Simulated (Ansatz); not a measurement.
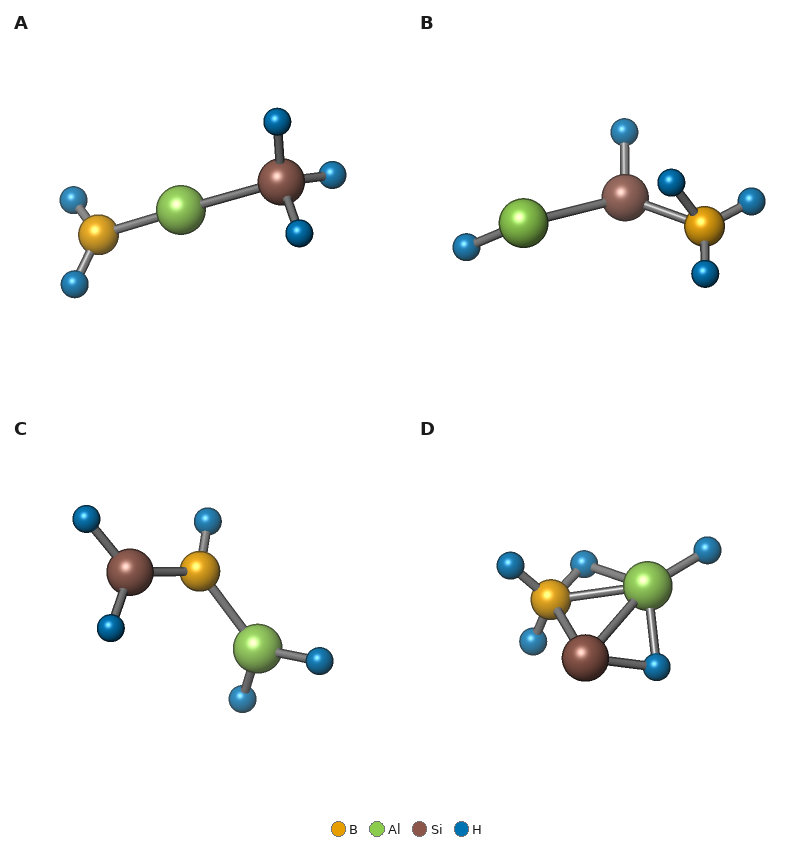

4 stationary structures of one formula. Charge 0, doublet. Geometries: PBE-D4/def2-SVP. Electronic energies: PBE-D4/def2-SVP (Ansatz 0.2.0), without zero-point energy. No frequency run is at hand to confirm each as a minimum. Each is one conformer, not always the lowest.

> Which is lowest in energy, and by how much?

D is lowest (C1); A lies 27.1 kJ/mol above it (Cs), B lies 45.7 kJ/mol above it (C1), C lies 65.2 kJ/mol above it (Cs).
